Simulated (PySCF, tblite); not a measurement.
# C₂H₈O₃Si₂: geometry, infrared bands and NMR shifts

Aim: predict the infrared bands and NMR shifts of C₂H₈O₃Si₂ (`O=C(O)[SiH2]OC[SiH3]`).

Computed with tblite 0.8.0 and PySCF 2.14.0, with density-fitted response routines of our own, on a single molecule in the gas phase. Atoms are numbered from 0 throughout.

**1. The starting structure**

15 atoms, charge 0, multiplicity 1; geometry from: force field or distance geometry start.

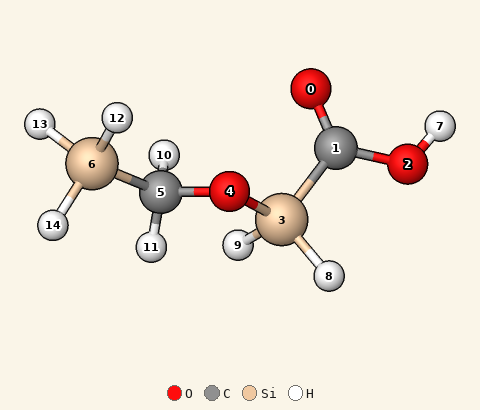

As it starts; oxygen red, carbon grey, silicon light orange, hydrogen white, atoms numbered.

**2. Geometry optimisation with GFN2-xTB**

What the job is given:

```
{"job": {"kind": "relax", "xc": "GFN2-xTB", "basis": "xTB"}, "charge": 0, "multiplicity": 1}
O      1.849700     2.026200    -0.403500
C      2.319400     0.900300    -0.151500
O      3.682500     0.712900     0.174000
Si     1.269500    -0.617400    -0.163000
O     -0.231600    -0.397200     0.675700
C     -1.180900    -0.367200    -0.376500
Si    -2.904100    -0.127500     0.187800
H      4.307800     1.526200     0.196700
H      2.029400    -1.711600     0.468000
H      1.024300    -0.927300    -1.552700
H     -0.859300     0.487300    -1.012200
H     -1.080600    -1.339800    -0.897300
H     -3.024600     0.542800     1.492300
H     -3.561400     0.714600    -0.841500
H     -3.644600    -1.414300     0.170400
```

Launch:

```console
$ OMP_NUM_THREADS=1 python probes_run.py task.json out
```

The driver reads the jobs from task.json and runs them one after another.

Log:

```text
step      E/eV     max force
  0    -653.37765    4.408
  1    -653.74733    4.319
  2    -653.91850    1.328
  3    -653.98132    0.772
  4    -654.10231    0.641
  5    -654.13944    0.569
  6    -654.17226    0.418
  7    -654.19048    0.427
  8    -654.21787    0.418
  9    -654.23938    0.436
 10    -654.25982    0.382
 11    -654.28210    0.396
 12    -654.30934    0.543
 13    -654.34162    0.587
 14    -654.37526    0.421
 15    -654.39714    0.242
 16    -654.40828    0.371
 17    -654.41879    0.394
 18    -654.43090    0.334
 19    -654.44363    0.320
 20    -654.45605    0.244
 21    -654.46687    0.304
 22    -654.47601    0.287
 23    -654.48553    0.252
 24    -654.49644    0.252
 25    -654.50747    0.270
 26    -654.51799    0.303
 27    -654.52778    0.236
 28    -654.53623    0.209
 29    -654.54348    0.185
 30    -654.54953    0.171
 31    -654.55365    0.151
 32    -654.55577    0.157
 33    -654.55827    0.210
 34    -654.56097    0.158
 35    -654.56997    0.146
 36    -654.57357    0.154
 37    -654.57767    0.123
 38    -654.57919    0.078
 39    -654.58019    0.069
 40    -654.58118    0.077
 41    -654.58271    0.123
 42    -654.58480    0.147
 43    -654.58751    0.174
 44    -654.59033    0.165
 45    -654.59282    0.114
 46    -654.59474    0.105
 47    -654.59639    0.093
 48    -654.59829    0.113
 49    -654.60071    0.123
 50    -654.60345    0.131
 51    -654.60597    0.108
 52    -654.60787    0.086
 53    -654.60951    0.111
 54    -654.61160    0.132
 55    -654.61438    0.147
 56    -654.61745    0.134
 57    -654.62031    0.129
 58    -654.62227    0.148
 59    -654.62507    0.141
 60    -654.62738    0.112
 61    -654.62895    0.071
 62    -654.62964    0.071
 63    -654.63053    0.082
 64    -654.63186    0.101
 65    -654.63372    0.110
 66    -654.63535    0.091
 67    -654.63644    0.079
 68    -654.63715    0.071
 69    -654.63780    0.071
 70    -654.63837    0.060
 71    -654.63877    0.056
 72    -654.63903    0.051
 73    -654.63929    0.046
 74    -654.63960    0.049
 75    -654.63982    0.030
 76    -654.63991    0.022
 77    -654.63996    0.018
 78    -654.64002    0.022
 79    -654.64011    0.028
 80    -654.64019    0.021
 81    -654.64024    0.020
 82    -654.64028    0.015
 83    -654.64032    0.014
 84    -654.64034    0.012
 85    -654.64036    0.011
 86    -654.64037    0.010
 87    -654.64039    0.012
 88    -654.64043    0.021
 89    -654.64049    0.026
 90    -654.64055    0.024
 91    -654.64059    0.019
 92    -654.64062    0.015
 93    -654.64065    0.020
 94    -654.64072    0.031
 95    -654.64085    0.049
 96    -654.64103    0.057
 97    -654.64120    0.041
 98    -654.64129    0.024
 99    -654.64134    0.023
100    -654.64141    0.032
101    -654.64156    0.053
102    -654.64178    0.064
103    -654.64199    0.044
104    -654.64209    0.035
105    -654.64213    0.025
106    -654.64215    0.013
107    -654.64218    0.011
108    -654.64232    0.009
```

Wall time 0.73 s (1 thread of Arm Neoverse V1, shared host); peak memory 0.18 GiB.

Step by step: (not every step is listed)

```csv
step,energy from step 0 (eV),largest force (eV/Å)
0,0.0000,4.4077
1,-0.3697,4.3186
2,-0.5408,1.3278
3,-0.6037,0.7722
4,-0.7247,0.6413
5,-0.7618,0.5687
6,-0.7946,0.4176
7,-0.8128,0.4272
8,-0.8402,0.4178
17,-1.0411,0.3940
26,-1.1403,0.3032
35,-1.1923,0.1457
44,-1.2127,0.1653
53,-1.2319,0.1110
62,-1.2520,0.0707
71,-1.2611,0.0565
80,-1.2625,0.0206
89,-1.2628,0.0259
98,-1.2636,0.0235
103,-1.2643,0.0439
104,-1.2644,0.0347
105,-1.2645,0.0249
106,-1.2645,0.0128
107,-1.2645,0.0115
108,-1.2647,0.0095
```

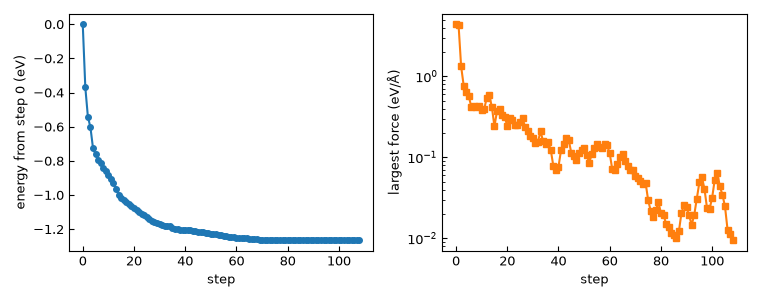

Energy and largest force along the relaxation.

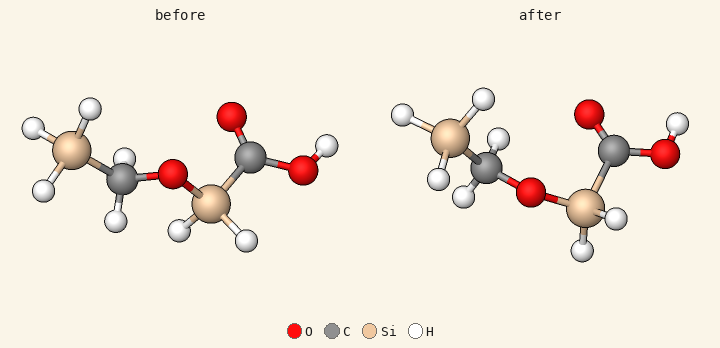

The geometry before (left) and after (right).

Distances of close pairs at the start and the end, largest changes first:

```csv
bond,before (Å),after (Å),change (Å)
Si3–O4,1.734,1.609,-0.125
C1–Si3,1.845,1.924,+0.078
C5–Si6,1.829,1.906,+0.077
C1–O2,1.414,1.339,-0.075
O2–H7,1.026,0.975,-0.052
O0–C1,1.246,1.210,-0.036
Si3–H8,1.474,1.452,-0.022
Si3–H9,1.445,1.467,+0.022
```

The final coordinates are the input of the step that follows.

**3. Infrared spectrum with GFN2-xTB**

What the job is given:

```
{"job": {"kind": "ir", "xc": "GFN2-xTB", "basis": "xTB"}, "charge": 0, "multiplicity": 1}
O      1.509553     1.800739    -0.458143
C      2.113692     0.800565    -0.145785
O      3.399637     0.856392     0.224264
Si     1.370621    -0.973945    -0.121939
O     -0.234062    -0.900135    -0.036235
C     -1.188623    -0.154599    -0.781130
Si    -2.744474    -0.039251     0.313966
H      3.723449     1.775252     0.197847
H      1.686872    -1.642933     1.127160
H      1.877659    -1.621353    -1.336721
H     -0.778726     0.827632    -1.023734
H     -1.375458    -0.672991    -1.725758
H     -2.405363     0.693001     1.532590
H     -3.785317     0.657765    -0.445209
H     -3.173875    -1.398148     0.645606
```

Log:

```text
mode    cm-1     km/mol
  1      20.3      1.36
  2      28.9      1.14
  3      74.6      2.42
  4     106.5      1.70
  5     125.0      0.79
  6     180.2      3.42
  7     199.5      8.16
  8     289.4      4.73
  9     368.4      3.76
 10     444.9     47.79
 11     505.6     23.30
 12     536.1     31.36
 13     575.4    172.21
 14     604.4     19.27
 15     672.7    119.97
 16     709.5    142.86
 17     722.6     31.71
 18     739.0    127.73
 19     747.2     66.60
 20     753.5    210.23
 21     782.5    172.23
 22     785.0    301.85
 23     788.2    246.01
 24     826.9    239.98
 25    1119.5    374.46
 26    1130.7     94.36
 27    1196.2     15.66
 28    1216.9     46.52
 29    1282.9      6.55
 30    1465.9      0.85
 31    1738.5    310.00
 32    2222.7    266.01
 33    2260.4    316.08
 34    2273.5    286.94
 35    2287.3    219.55
 36    2363.9    231.70
 37    2922.6     48.61
 38    2957.0     18.91
 39    3358.7     13.41
```

Run time: 0.51 s. Hardware: 1 thread of Arm Neoverse V1, shared host; peak memory 0.18 GiB.

Which atoms move in the most intense modes:

```
cm⁻¹  km/mol                                   atoms
 785   301.9  H13 26 %, H14 24 %, H12 17 %, Si6 14 %
 788   246.0   H13 21 %, H10 20 %, C5 17 %, H14 12 %
 827   240.0              Si3 33 %, C5 26 %, O4 22 %
1120   374.5               O2 39 %, H7 25 %, C1 21 %
1738   310.0                        C1 60 %, O0 38 %
2223   266.0                                 H9 97 %
2260   316.1                                H13 96 %
2274   286.9                                H14 94 %
```

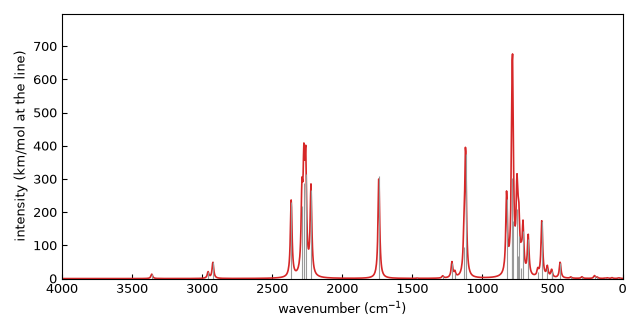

The infrared spectrum from these modes, unscaled. Lines are broadened to a width of 14 cm⁻¹ (Lorentzian).

**4. Nuclear shieldings: PBE0/pcSseg-1**

Settings changed since step 3:

```diff
@@ -1,2 +1,2 @@
-{"job": {"kind": "ir", "xc": "GFN2-xTB", "basis": "xTB"}, "charge": 0, "multiplicity": 1}
+{"job": {"kind": "nmr", "xc": "PBE0", "basis": "pcSseg-1"}, "charge": 0, "multiplicity": 1}
 O      1.509553     1.800739    -0.458143
```

Level: GIAO PBE0/pcSseg-1 NMR shielding, non-relativistic, gas phase.

Log:

```text
coarse grid: 13640 points
cycle   1  E = -884.7994131868  dE =  8.666e-01  |g| = 1.060e+00  |ddm| = 3.460e+00
cycle   2  E = -884.2810663777  dE =  5.183e-01  |g| = 1.962e+00  |ddm| = 2.009e+00
cycle   3  E = -884.9845578139  dE = -7.035e-01  |g| = 3.220e-01  |ddm| = 1.494e+00
cycle   4  E = -885.0016420960  dE = -1.708e-02  |g| = 1.150e-01  |ddm| = 2.374e-01
cycle   5  E = -885.0038300447  dE = -2.188e-03  |g| = 2.422e-02  |ddm| = 7.258e-02
cycle   6  E = -885.0039295735  dE = -9.953e-05  |g| = 9.690e-03  |ddm| = 2.435e-02
cycle   7  E = -885.0039451207  dE = -1.555e-05  |g| = 2.159e-03  |ddm| = 7.163e-03
cycle   8  E = -885.0039460662  dE = -9.456e-07  |g| = 4.946e-04  |ddm| = 2.046e-03
final grid: 122872 points
cycle   9  E = -885.0740314923  dE = -1.020e-05  |g| = 1.294e-02  |ddm| = 1.870e-02
cycle  10  E = -885.0739791442  dE =  5.235e-05  |g| = 2.147e-02  |ddm| = 1.806e-02
cycle  11  E = -885.0740590541  dE = -7.991e-05  |g| = 2.813e-03  |ddm| = 1.217e-02
cycle  12  E = -885.0740605257  dE = -1.472e-06  |g| = 3.442e-04  |ddm| = 1.702e-03
cycle  13  E = -885.0740605430  dE = -1.728e-08  |g| = 1.479e-04  |ddm| = 3.549e-04
cycle  14  E = -885.0740605479  dE = -4.900e-09  |g| = 2.952e-05  |ddm| = 1.446e-04
cycle  15  E = -885.0740605481  dE = -1.319e-10  |g| = 1.235e-05  |ddm| = 2.883e-05
converged SCF energy = -885.0740605481

GIAO shielding tensors (ppm)
atom      isotropic    diamagn.    paramagn.     s11        s22        s33       span
  0 O     -172.664     404.124    -576.788   -496.242   -259.582    237.832    734.074
  1 C       -1.255     259.149    -260.404   -108.057     24.066     80.226    188.283
  2 O       99.802     390.841    -291.040    -81.927    145.417    235.915    317.842
  3 Si     400.376     881.197    -480.821    338.718    383.174    479.236    140.518
  4 O      340.793     399.298     -58.505    306.376    332.550    383.454     77.078
  5 C      133.515     249.144    -115.630     97.480    111.109    191.956     94.476
  6 Si     421.160     879.297    -458.137    387.378    414.185    461.918     74.540
  7 H       25.001      29.747      -4.746     18.853     23.762     32.386     13.533
  8 H       26.793      30.000      -3.207     22.598     25.615     32.165      9.567
  9 H       26.645      29.004      -2.359     23.064     25.260     31.610      8.546
 10 H       26.607      32.434      -5.826     20.940     27.870     31.012     10.072
 11 H       27.793      30.081      -2.288     23.377     26.932     33.071      9.694
 12 H       27.728      29.274      -1.546     24.421     26.629     32.134      7.713
 13 H       27.857      28.103      -0.246     24.780     25.398     33.392      8.612
 14 H       27.691      28.505      -0.814     24.472     26.074     32.528      8.056
```

Run time: 23 s. Hardware: 1 thread of Arm Neoverse V1, shared host; peak memory 0.78 GiB.

The references, computed at this level on geometries of the same kind, shield at (ppm): 1H TMS 31.72, 13C TMS 186.9, 29Si TMS 349.2, 17O H2O 336.1. Their shielding less the atom's gives the shift. The references are single molecules in the gas phase, so shifts against H2O, NH3, PH3, H3PO4 or CFCl3 are not on the usual liquid scales and can be off by tens of ppm. Atoms listed in one row are averaged.

```
        atoms                                environment  σ (ppm)  δ (ppm)  δ scaled to CDCl3
           C1                            carbonyl carbon     -1.3    188.2              181.7
           C5                 sp3 CH2 bonded to O and Si    133.5     53.4               50.2
           H7        hydrogen on an acid hydroxyl oxygen    25.00     6.72                  –
       H8, H9       hydrogen on a silicon bonded to C, O    26.72     5.00                  –
     H10, H11  hydrogen on an sp3 CH2 bonded to O and Si    27.20     4.52               4.36
H12, H13, H14          hydrogen on a silicon bonded to C    27.76     3.96                  –
           O0                            carbonyl oxygen   -172.7    508.7                  –
           O2                       acid hydroxyl oxygen     99.8    236.3                  –
           O4                     oxygen bonded to C, Si    340.8     -4.7                  –
          Si3                silicon bonded to C, O, 2 H    400.4    -51.2                  –
          Si6                   silicon bonded to C, 3 H    421.2    -72.0                  –
```

The scaled column applies a straight-line fit of computed shieldings to shifts measured in CDCl3 (root-mean-square error 0.16 ppm for H, 1.9 ppm for C).

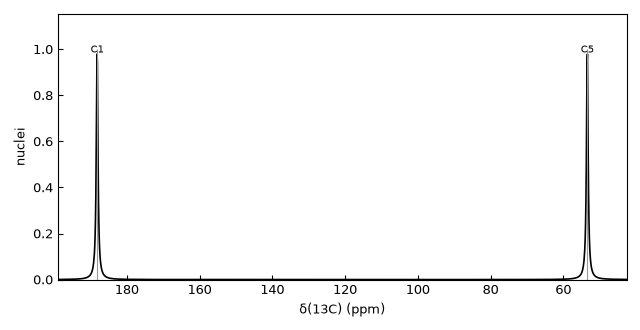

13C lines at the computed shifts, without couplings. Lines are broadened to a width of 0.54 ppm (Lorentzian).

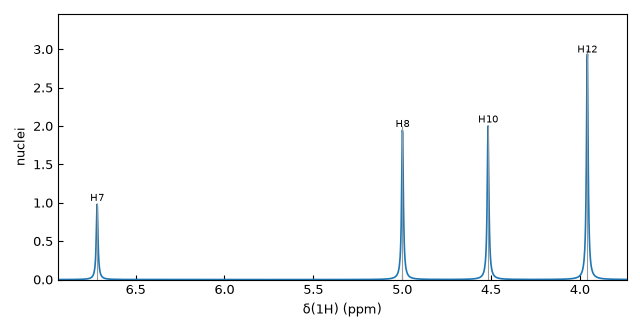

1H lines at the computed shifts, without couplings. Lines are broadened to a width of 0.01 ppm (Lorentzian).

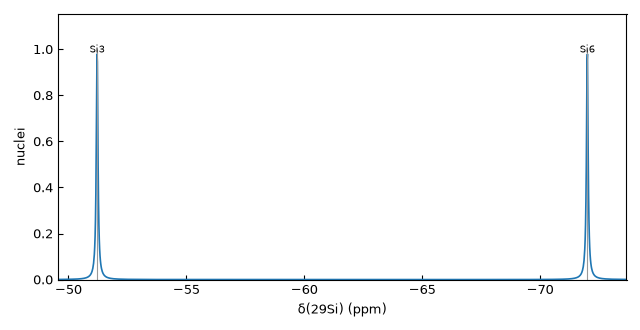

29Si lines at the computed shifts, without couplings. Lines are broadened to a width of 0.08 ppm (Lorentzian).

Charges from the same density, by scheme (e):

```
atoms  Mulliken    IAO  Hirshfeld  ESP fit
   O0     -0.41  -0.45      -0.26    -0.50
   C1      0.19   0.26       0.12     0.53
   O2     -0.36  -0.47      -0.18    -0.62
  Si3      0.89   0.98       0.41     0.55
   O4     -0.64  -0.64      -0.22    -0.39
   C5     -0.22  -0.33      -0.08    -0.09
  Si6      0.52   0.62       0.32     0.36
```

IAO charges:

O0 -0.45; C1 0.26; O2 -0.47; Si3 0.98; O4 -0.64; C5 -0.33; Si6 0.62; H7 0.36; H8 -0.12; H9 -0.15; H10 0.15; H11 0.14; H12 -0.11; H13 -0.13; H14 -0.11

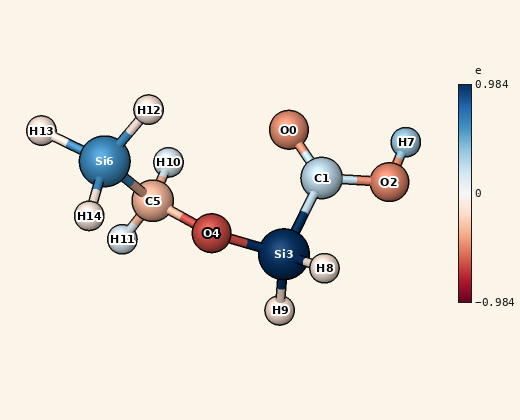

IAO charges, as colours on the atoms.

Mayer bond orders: O0–C1 1.89, C1–O2 1.11, C1–Si3 0.76, Si3–O4 1.03, O4–C5 0.82, C5–Si6 0.91.

**5. Outcome**

| quantity | value |
| --- | --- |
| strongest single infrared mode (GFN2-xTB) | 1120 cm⁻¹, 374 km/mol |
| zero-point energy (GFN2-xTB) | 59.2 kcal/mol |
| 13C shifts against TMS (PBE0/pcSseg-1) | 188.2, 53.4 ppm |
| 1H shifts against TMS (PBE0/pcSseg-1, means over atoms taken as alike) | 6.72, 5.00, 4.52, 3.96 ppm |
| 17O shifts against H2O (PBE0/pcSseg-1) | 508.7, 236.3, -4.7 ppm |
| 29Si shifts against TMS (PBE0/pcSseg-1) | -51.2, -72.0 ppm |

In words: The optimisation took 108 steps and gained 1.265 eV; among the close pairs (by a distance rule), Si3–O4 changed most, from 1.734 to 1.609 Å. All 39 modes are real, so the xTB geometry is a minimum. The strongest single mode, at 1120 cm⁻¹, is spread over several atoms, O2, H7, C1 among them. GFN2-xTB is a fitted tight-binding method: band positions and strengths are rough. Its intensities can rank the bands wrongly. At PBE0/pcSseg-1: The widest tensor belongs to O0: span 734 ppm, with a paramagnetic part of -577 ppm.
